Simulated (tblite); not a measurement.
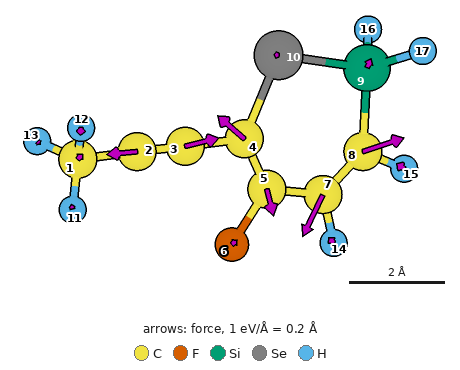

Starting geometry of C7H7FSeSi with the computed forces as purple arrows. The picture is a ball-and-stick view, seen at a tilt.

Computed with GFN2-xTB geometry optimisation, gas phase in tblite. 

Question: Is this structure relaxed? If not, where do the atoms go?

Answer: It isn't relaxed: the largest force vector, on C8, is 5.25 eV/Å. The final displacements follow the starting forces only in part (cosine between the two patterns 0.35). The atom that moves furthest after the best rigid fit is H16 (0.16 Å). By element the largest moves are H 0.16 Å, C 0.15 Å, F 0.10 Å, Se 0.06 Å, Si 0.02 Å. Some distances before and after: C7–C8 1.271 → 1.346 Å, C4–C5 1.291 → 1.359 Å, C8–H15 1.138 → 1.081 Å, C3–C4 1.461 → 1.405 Å. Among the angles between lasting bonds that change: C7–C8–Si9 133.0° → 126.4°, Se10–Si9–H16 113.3° → 106.8°, C4–C5–C7 127.2° → 132.4°. Over 53 geometry steps the energy falls by 15.2 kcal/mol.
